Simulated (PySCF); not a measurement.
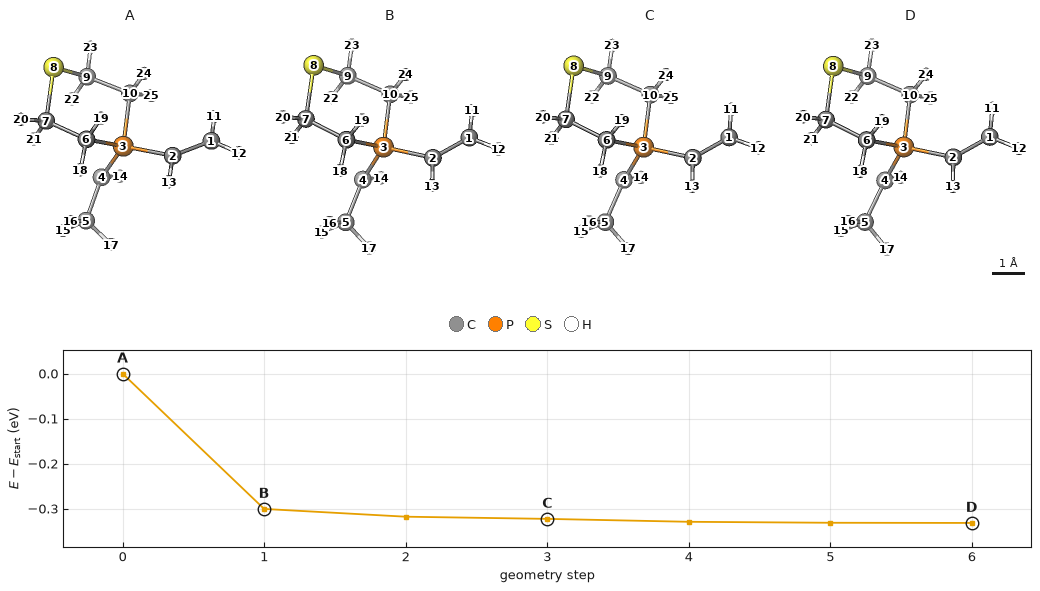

Frames of a relaxation of C8H15PS, marked on the history of the run. Style: ball-and-stick. Shown from a free direction.

The start comes from GFN2-xTB. Its atoms were then displaced at random by about 0.01 Å.

Theory: PBE0-D3(BJ)/def2-SVP geometry optimisation, gas phase in PySCF. 

### What happens along the run?

The largest move after the best rigid fit is that of H11, 0.35 Å. Largest moves by element: H 0.35 Å, C 0.17 Å, P 0.04 Å, S 0.04 Å. Among the contacts that change: C9–H22 1.055 → 1.101 Å, P3–C4 1.726 → 1.682 Å, C1–H12 1.061 → 1.095 Å, C4–H14 1.069 → 1.097 Å. Bond angles that change, for instance: C2–P3–C4 127.2° → 121.4°, P3–C4–C5 118.1° → 124.0°, H22–C9–H23 111.9° → 108.3°. The energy falls by 0.332 eV in 6 geometry steps. The run took 6.5 min on 1 thread of Arm Neoverse N1 (shared host). From step 0 to 1: H11 moves most (0.25 Å), energy −0.300 eV. From step 1 to 3: H11 moves most (0.06 Å), energy −0.022 eV. From step 3 to 6: H11 moves most (0.08 Å), energy −0.009 eV.

| step | E − E(0), eV |
| --- | --- |
| 0 | 0.0000 |
| 1 | -0.3005 |
| 2 | -0.3177 |
| 3 | -0.3225 |
| 4 | -0.3290 |
| 5 | -0.3312 |
| 6 | -0.3316 |
